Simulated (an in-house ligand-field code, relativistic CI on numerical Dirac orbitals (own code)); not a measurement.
# d9 in a ligand field: terms against the cubic field

Aim: the terms of a d9 shell from Racah B and C and the field, by exact diagonalisation.

Program: an in-house ligand-field code version 1. Level of theory: parametric ligand-field model of a d^n configuration (Racah B and C, spin-orbit zeta, crystal field), exact diagonalisation. These are calculated values, not measurements, unless marked.

## (1) What is computed

- shell: d9
- set 1 (cm⁻¹): B = 750, C = 3890, Oh, 10Dq = 12750
- set 2 (cm⁻¹): B = 750, C = 3890, Oh, 10Dq = 14250
- set 3 (cm⁻¹): B = 750, C = 3890, Oh, 10Dq = 15750
- set 4 (cm⁻¹): B = 750, C = 3890, Oh, 10Dq = 17250
- set 5 (cm⁻¹): B = 750, C = 3890, Oh, 10Dq = 18750
- set 6 (cm⁻¹): B = 750, C = 3890, Oh, 10Dq = 20250
- set 7 (cm⁻¹): B = 750, C = 3890, Oh, 10Dq = 21750
- set 8 (cm⁻¹): B = 750, C = 3890, Oh, 10Dq = 23250

## (2) Set 1

Input settings:

```ini
n = 9
racah_B = 750  # cm-1
racah_C = 3890  # cm-1
zeta = 0  # cm-1
symmetry = Oh
field = {"10Dq": 12750}  # cm-1
```

## (3) Set 2

Input settings:

```ini
n = 9
racah_B = 750  # cm-1
racah_C = 3890  # cm-1
zeta = 0  # cm-1
symmetry = Oh
field = {"10Dq": 14250}  # cm-1
```

## (4) Set 3

Input settings:

```ini
n = 9
racah_B = 750  # cm-1
racah_C = 3890  # cm-1
zeta = 0  # cm-1
symmetry = Oh
field = {"10Dq": 15750}  # cm-1
```

## (5) Set 4

Input settings:

```ini
n = 9
racah_B = 750  # cm-1
racah_C = 3890  # cm-1
zeta = 0  # cm-1
symmetry = Oh
field = {"10Dq": 17250}  # cm-1
```

## (6) Set 5

Input settings:

```ini
n = 9
racah_B = 750  # cm-1
racah_C = 3890  # cm-1
zeta = 0  # cm-1
symmetry = Oh
field = {"10Dq": 18750}  # cm-1
```

## (7) Set 6

Input settings:

```ini
n = 9
racah_B = 750  # cm-1
racah_C = 3890  # cm-1
zeta = 0  # cm-1
symmetry = Oh
field = {"10Dq": 20250}  # cm-1
```

## (8) Set 7

Input settings:

```ini
n = 9
racah_B = 750  # cm-1
racah_C = 3890  # cm-1
zeta = 0  # cm-1
symmetry = Oh
field = {"10Dq": 21750}  # cm-1
```

## (9) Set 8

Input settings:

```ini
n = 9
racah_B = 750  # cm-1
racah_C = 3890  # cm-1
zeta = 0  # cm-1
symmetry = Oh
field = {"10Dq": 23250}  # cm-1
```

(Steps that only read results are left out.)

What does the calculation give? Wanted: lowest terms.

**Answer**, as computed:

| set | 10Dq/B (size) | lowest | S | electrons in z² and x²-y² | first level of the same spin (cm⁻¹) |
| --- | --- | --- | --- | --- | --- |
| 1: Oh | 17.0 | 2E | 0.50 | 3.00 | 2T2 12750 |
| 2: Oh | 19.0 | 2E | 0.50 | 3.00 | 2T2 14250 |
| 3: Oh | 21.0 | 2E | 0.50 | 3.00 | 2T2 15750 |
| 4: Oh | 23.0 | 2E | 0.50 | 3.00 | 2T2 17250 |
| 5: Oh | 25.0 | 2E | 0.50 | 3.00 | 2T2 18750 |
| 6: Oh | 27.0 | 2E | 0.50 | 3.00 | 2T2 20250 |
| 7: Oh | 29.0 | 2E | 0.50 | 3.00 | 2T2 21750 |
| 8: Oh | 31.0 | 2E | 0.50 | 3.00 | 2T2 23250 |

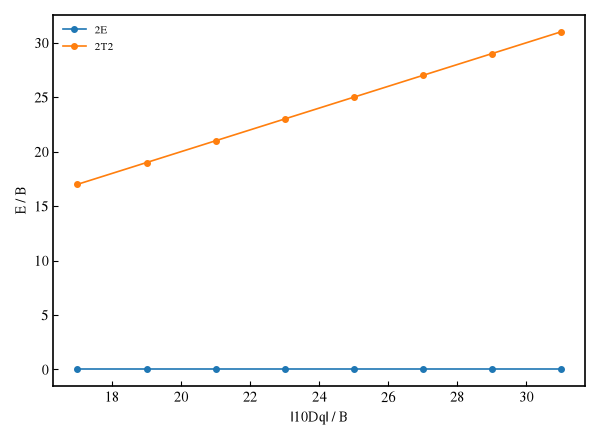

Terms above the lowest against the field, in units of B (a stretch of a Tanabe-Sugano diagram).

```
    quantity                                                   value
lowest terms  1: 2E, 2: 2E, 3: 2E, 4: 2E, 5: 2E, 6: 2E, 7: 2E, 8: 2E
```

The lowest term stays 2E over this range. B, C and the field are free parameters here, not those of a compound.
